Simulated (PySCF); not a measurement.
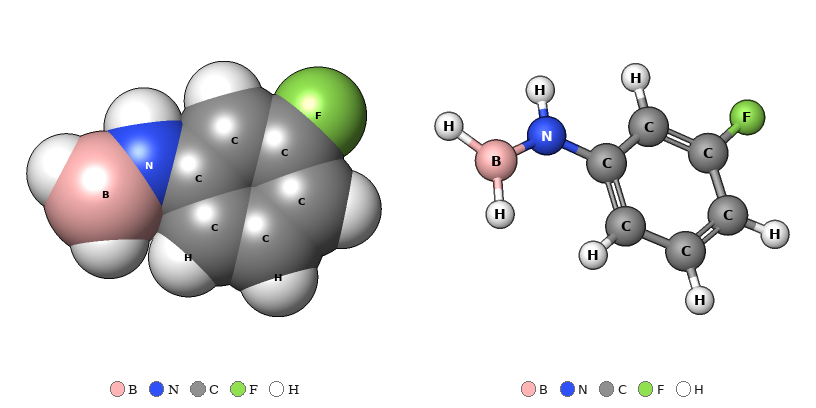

Both panels show the same species.

Description:

Formula C₆H₇BFN. SMILES: `BNc1cccc(F)c1`. Independent rings (smallest set): 1 of 6 members, 1 of them aromatic. Among its groups: C–F bond, B–H bond. This geometry has Cs symmetry. All atoms lie on one plane. Coordination: 1 B trigonal planar; 1 N trigonal planar; 6 C trigonal planar.

More results for the same structure follow; atom numbers are the same in all pictures, views and colours differ. The geometry was computed by an optimisation with PBE0-D3(BJ)/def2-SVP. No frequency run is at hand to confirm it as a minimum.

**Bond orders**

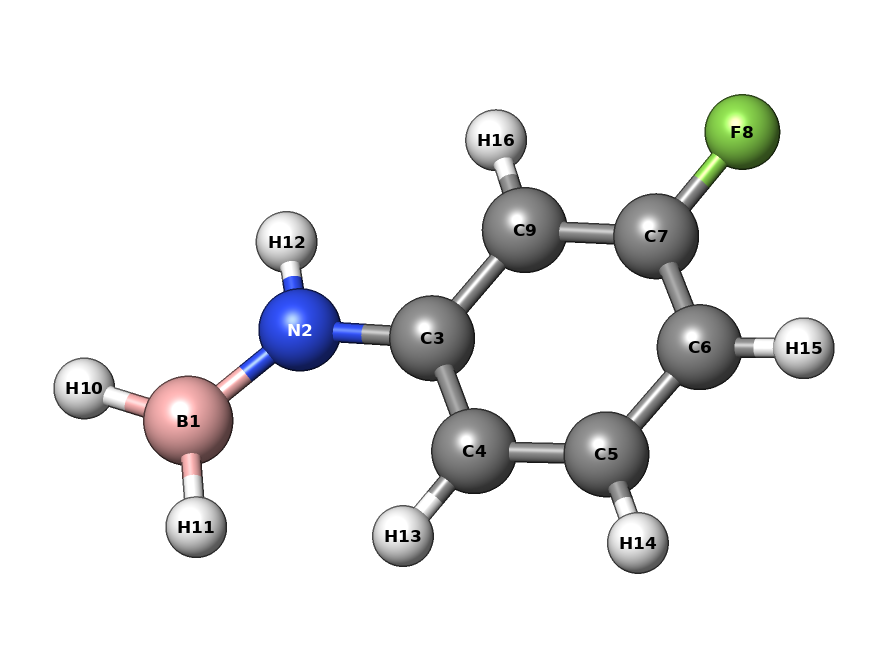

Every bond is drawn as one stick. No frequency run is at hand to confirm it as a minimum. Computed with PBE0/pcSseg-1 in chloroform (IEF-PCM) (PySCF 2.14.0).

**Which bond between heavy atoms has the lowest Mayer bond order?**

C7–F8, 0.88, at 1.332 Å.

List the Mayer bond orders of B1–N2, N2–C3, C3–C4, C3–C9, C4–C5, C5–C6, C6–C7, C7–F8, C7–C9 (bonds between heavy atoms, one of each equivalent set).

```
 bond  Mayer order  length (Å)
B1–N2         1.33       1.400
N2–C3         1.02       1.402
C3–C4         1.37       1.402
C3–C9         1.35       1.400
C4–C5         1.47       1.390
C5–C6         1.39       1.395
C6–C7         1.43       1.388
C7–F8         0.88       1.332
C7–C9         1.44       1.388
```

**NMR shielding**

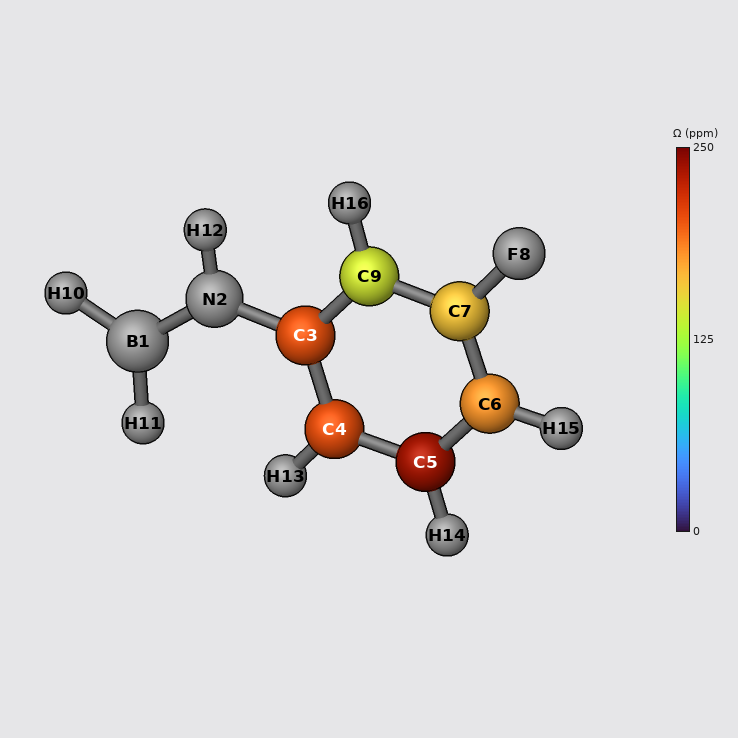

The C atoms are coloured by the span of their shielding tensor. No frequency run is at hand to confirm it as a minimum. Method: GIAO PBE0/pcSseg-1 NMR shielding, non-relativistic, IEF-PCM chloroform (PySCF 2.14.0). Principal shieldings σ11 ≤ σ22 ≤ σ33, span Ω = σ33 − σ11, skew κ = 3(σiso − σ22)/Ω.

**Which C atom has the most anisotropic shielding?**

C5, with a span of 235 ppm.

Give the shielding tensors of the C atoms.

```
atom    σ11   σ22    σ33  σiso      Ω      κ
  C3  −59.8  19.3  142.9  34.1  202.6   0.22
  C4  −22.8  51.7  181.0  70.0  203.8   0.27
  C5  −59.8  28.1  175.0  47.7  234.8   0.25
  C6  −12.5  54.9  166.7  69.7  179.2   0.25
  C7  −76.9  32.2   84.9  13.4  161.8  −0.35
  C9    7.7  62.9  150.9  73.8  143.2   0.23
```

Shieldings and span in ppm.

**Ring current**

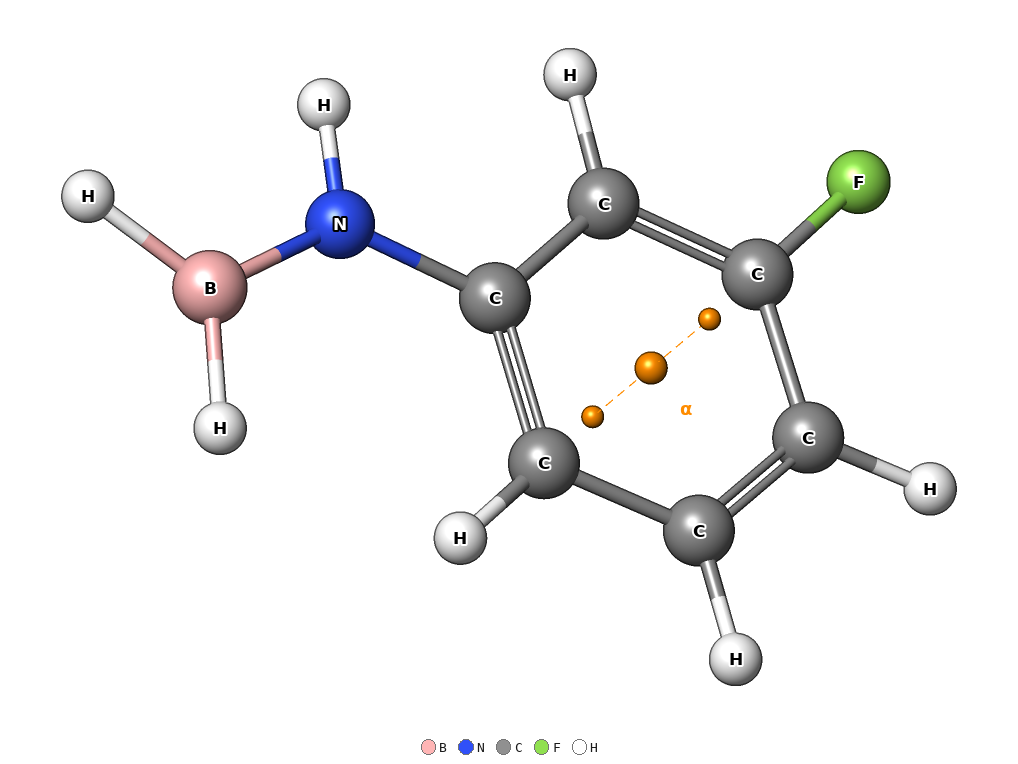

The small points mark where nucleus-independent chemical shifts (NICS) were computed: at the centre of each lettered ring and 1 Å above and below it. No frequency run is at hand to confirm it as a minimum. Properties computed with GIAO PBE0/pcSseg-1 NMR shielding, non-relativistic, IEF-PCM chloroform (PySCF 2.14.0).

Give NICS(0), NICS(1) and the out-of-plane component NICS(1)zz for each ring (means of the two sides).

| ring | members | NICS(0) | NICS(1) | NICS(1)zz |
| --- | --- | --- | --- | --- |
| α | C6 | −9.9 | −10.6 | −25.1 |

Values in ppm.

**What do the values say about the ring currents?**

Ring α: diatropic, as in an aromatic ring. NICS is one index among several.

**Electronic properties**

No frequency run is at hand to confirm it as a minimum. Method: B3LYP/def2-SVPD in chloroform (IEF-PCM) (PySCF 2.14.0). Excitations: vertical, linear response.

**Give the dipole moment at this level.**

0.34 D.

**Estimate the mean static polarisability.**

121.6 bohr³.

**Give the brightest of the 6 lowest singlets at this level.**

5.79 eV.

**Give the HOMO energy (Kohn–Sham orbital) at this level.**

−6.53 eV.
